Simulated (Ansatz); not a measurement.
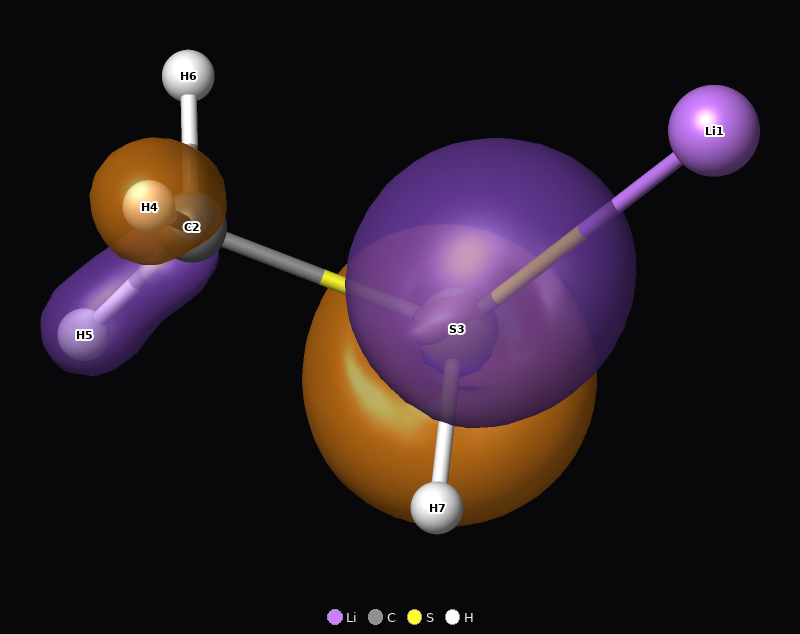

CH4LiS (charge +1). One frontier orbital at ±0.2 Å⁻³ᐟ² (orange and purple are the two phases), seen at a tilt.

Geometry: rigid move from PBE0-D4/def2-TZVP.

Level of theory: RKS PBE0-D4/def2-TZVPPD in Ansatz 0.2.0.

The calculation's input:

```
crystal:
  periodic: [false, false, false]
  atoms:
    - {symbol: Li, position_ang: [0.224347, -0.170664, -2.696261]}
    - {symbol: C, position_ang: [-0.384298, 0.352683, 0.780139]}
    - {symbol: S, position_ang: [0.170554, -0.947844, -0.356273]}
    - {symbol: H, position_ang: [0.143454, 1.289025, 0.617227]}
    - {symbol: H, position_ang: [-0.239715, -0.000299, 1.798984]}
    - {symbol: H, position_ang: [-1.450544, 0.484118, 0.599869]}
    - {symbol: H, position_ang: [1.477672, -0.962497, -0.040348]}
basis:
  gaussian: {orbitals: "def2-TZVPPD.json"}
total_charge: 1
hamiltonian: {xc: pbe0, dispersion: d4}
output: {orbitals: {seedname: orbitals}}
```

Command:

```sh
ansatz run in.yaml --threads 2 --pin off --events-out ev --progress --plain --max-ram 5222MiB
```

### Which orbital is it: HOMO or LUMO?

The HOMO, at −12.41 eV. By Hirshfeld shares it lies mainly on S3 (about 75 %) and C2 (about 10 %); largely a lone pair of S3.
